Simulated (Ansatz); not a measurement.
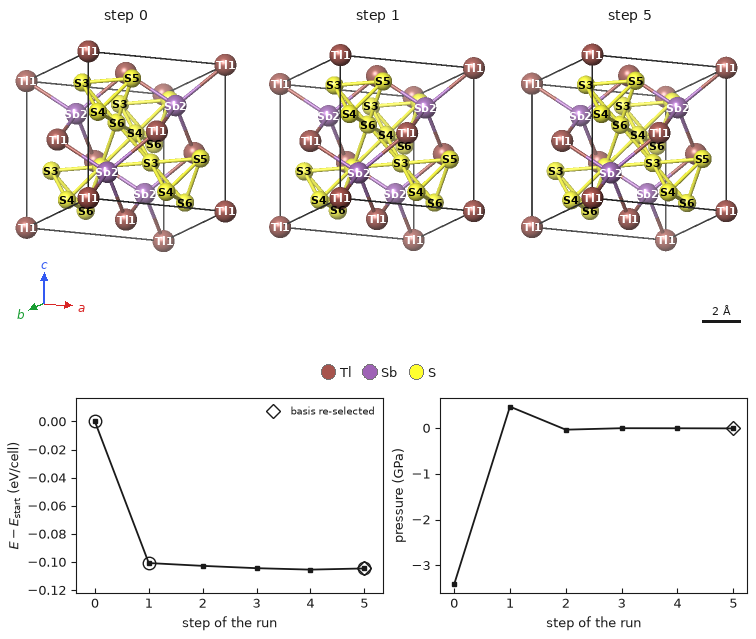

Frames of a relaxation of crystalline TlSbS4 (built on the MgInCu4 type), marked on the history of the run. The picture is a ball-and-stick view of the conventional cell (4 times the calculation's cell), seen from a free direction. Lengths and directions refer to the drawn axes.

Case: MgInCu4 type (F-43m, No. 216).

All numbers below come from Ansatz 0.2.0, DFT r2SCAN, scalar-relativistic, plane waves, PAW.

Input
```yaml
crystal:
  lattice:
    - [0.0, 4.054307086, 4.054307086]
    - [4.054307086, 0.0, 4.054307086]
    - [4.054307086, 4.054307086, 0.0]
  atoms:
    - { symbol: Tl, position: [0.0, 0.0, 0.0] }
    - { symbol: Sb, position: [0.75, 0.75, 0.75] }
    - { symbol: S, position: [0.375, 0.875, 0.375] }
    - { symbol: S, position: [0.375, 0.375, 0.875] }
    - { symbol: S, position: [0.375, 0.375, 0.375] }
    - { symbol: S, position: [0.875, 0.375, 0.375] }
basis:
  ecutwfc: 500
kpoints:
  mp_grid: { grid: [8, 8, 8] }
hamiltonian:
  xc: r2scan
scf:
  occupations: { method: gaussian, width: 0.1 }
output:
  forces: true
  stress: true
  eigenvalues: true
relax:
  adjacent_minimum: "off"
  f_tol: 0.01
  max_steps: 80
  cell: { stress_tol: 0.05 }
```

Run as
```bash
ansatz run input.yaml --threads 1 --pin off --max-ram 2560MiB --backend cpu --events-out ev --progress --plain --runs-dir out
```

Q: Describe the path.

A: The largest moves relative to the cell, 0.037 Å, are those of S3, S4, S5 and S6. S5 goes along [1 −1 1]. Sb and Tl stay in place. The drawn cell changes as follows: a = b = c 8.109 → 7.928 Å (−2.2 %); the volume changes by −6.5 %. Among the contacts that change: S3–S4 2.867 → 2.743 Å, Tl1–Sb2 3.511 → 3.433 Å. The space group stays F-43m (No. 216). Over 4 accepted moves (5 points after the start) the energy falls by 0.105 eV per cell of the calculation. The largest force component goes from 0.029 to 0.0037 eV/Å. The pressure goes from −3.42 to −0.01 GPa. At 1 point the geometry stayed and the basis and grid were re-selected for the new cell (energy shift of 0.8 meV per cell of the calculation at most each time). From step 0 to 1: volume −7.3 %, energy −0.101 eV per cell of the calculation. From step 1 to 5: S atoms move most (0.03 Å), volume +0.9 %, energy −3.8 meV per cell of the calculation.
